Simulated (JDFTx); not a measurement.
System: HfN(100) (Fm-3m bulk; lattice of mp-2828, not re-optimised at this level), 1x1 cell of 8 atoms in 4 planes (Hf/N outermost, slab composition Hf4N4), area 10.18 Å² a face, 6.9 Å between the outermost planes in a cell 22.8 Å high; k mesh 6×6×1, Fermi width 0.01 Ha, no spin polarisation. Whether this polymorph is the ambient one wasn't checked. Neither spin polarisation nor a larger cell was tried.

Computed with JDFTx (a modified build): PBE, GBRV ultrasoft potentials, plane waves to 20/100 Ha. Liquid on both sides: CANDLE, water, 1 M NaCl; nuclei fixed, outer atoms relaxed in vacuum. U vs SHE = −μ/e − 4.44 V throughout (conventional absolute potential of the hydrogen electrode). Ideal, unreconstructed faces without any overlayer. Convergence in thickness and k mesh wasn't tested for this slab.

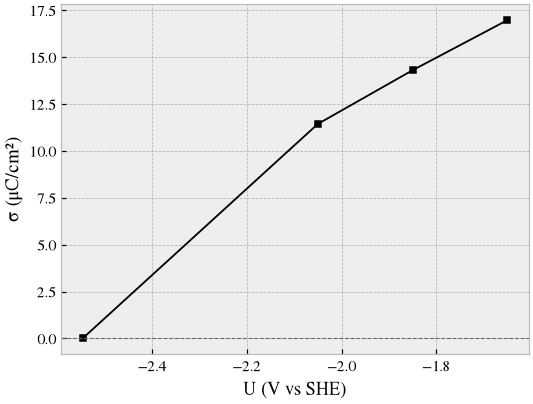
*Surface charge density of HfN(100) against potential*

### Question
Read off the potential of zero charge and the mean capacitance σ/(U − U_pzc) at the computed point just above it.

### Answer
U_pzc ≈ -2.55 V. At -2.05 V it is about 23 μF/cm².
